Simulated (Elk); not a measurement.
HfO2 (Fm-3m): refractive index against wavelength

The refractive index of HfO2 (Fm-3m) below the direct gap (3.75 eV on the mesh) is read from one computed spectrum, n = √(Re ε).

Cell: a, b, c = 3.617, 3.617, 3.617 Å (primitive vectors), 3 atoms.

Method: Elk 11.2.3 (patched build), PBE, independent particles, k-mesh 10×10×10, Lorentzian half width 0.15 eV.

Launch of the response step: `OMP_NUM_THREADS=4 elk`. The run took 23 s, its band step included, on 4 threads of Arm Neoverse V1 (shared host).

```
wavelength (nm)  photon energy E (eV)       n
           1550                 0.800  2.3188
           1310                 0.946  2.3227
           1064                 1.165  2.3297
            850                 1.459  2.3418
            700                 1.771  2.3582
            633                 1.959  2.3700
            532                 2.331       ?
```

In the single-oscillator model n² − 1 = E₀E_d/(E₀² − E²), so 1/(n² − 1) = E₀/E_d − E²/(E₀E_d) is linear in E².

Working, on the rows shown:

| x = E² (eV²) | y = 1/(n² − 1) |
| --- | --- |
| 0.639837 | 0.228476 |
| 0.895757 | 0.227535 |
| 1.35784 | 0.225861 |
| 2.12762 | 0.223014 |
| 3.13716 | 0.219245 |
| 3.83641 | 0.216596 |

Means: x̄ = 1.9991, ȳ = 0.22345. Σ(x − x̄)(y − ȳ) = -0.03032, Σ(x − x̄)² = 8.164. Slope = -0.03032 / 8.164 = -0.003714; intercept = ȳ − slope · x̄ = 0.23088. Turned back into n, the line misses the rows shown by at most 0.00016.

Question: Predict the last column of the withheld row from the fit.

Answer: At x = 5.4314 the line gives y = 0.21071, that is 2.3971. The run gave 2.3986, so the extrapolation is off by 0.0015, 1.9 % of the range in the table.

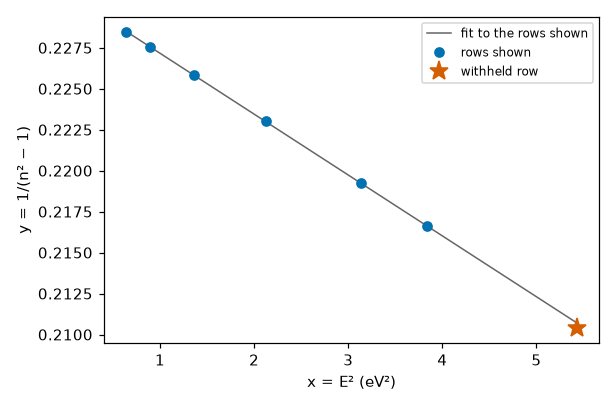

Refitted with all rows, the slope is -0.003766 and the intercept 0.23096. These give E₀ = √(intercept/−slope) = 7.83 eV and E_d = E₀/intercept = 33.9 eV; E₀ is 2.1 times the direct gap. The electronic limit at long wavelengths, without lattice vibrations, is n = √(1 + 1/intercept) = 2.309. Excitons are left out and so are local fields; PBE gaps are as a rule too small. The values come from a sum over the points of one k-mesh and carry its error, which grows as the direct gap shrinks. Spin-orbit coupling is left out.

[Logs are printed without paths, hosts, clocks, repeated set-up lines and the standing remarks that a program may print on its own settings, such as how far it seeks lower states.]
